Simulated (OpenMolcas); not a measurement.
## Predicting a hybrid from its neighbours: BBrF2

BBrF2 has 4 atoms, charge 0, and is taken as a singlet. SMILES: `FB(F)Br`. The coordinates come from a PBE0-D4/def2-TZVP relaxation.

The HOMO–LUMO gap y, in eV, basis aug-cc-pVDZ; a is the functional's share of exact exchange. Programs: OpenMolcas 26.06.

| functional | program | a | y (eV) |
| --- | --- | --- | --- |
| revPBE | OpenMolcas | 0 | 6.23 |
| r2SCAN | OpenMolcas | 0 | 6.96 |
| B3LYP | OpenMolcas | 0.2 | ? |
| PBE0 | OpenMolcas | 0.25 | 8.57 |
| BHLYP | OpenMolcas | 0.5 | 10.46 |

Q: Fit y = c + s·a to the known rows and predict B3LYP.

A: 
1. Means of the 4 rows: a = 0.1875, y = 8.055.
2. Σ(Δa)² = 0.17188, Σ(Δa·Δy) = 1.3313, so the slope is 1.3313/0.17188 = 7.7455.
3. Intercept: 8.055 − (7.7455) × 0.1875 = 6.603. The largest residual of the fit is 0.37.
4. B3LYP: 6.603 + (7.7455) × 0.2 = 8.15 eV.

The run gave 8.04 eV, so the prediction is off by +0.11 eV, within the scatter of the fit. Exact exchange lowers occupied levels and raises empty ones. The rows mix families of semi-local functionals, which the line can't see.

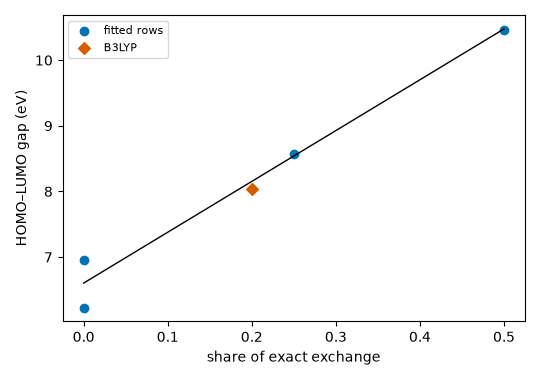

The fitted line, with the withheld row.
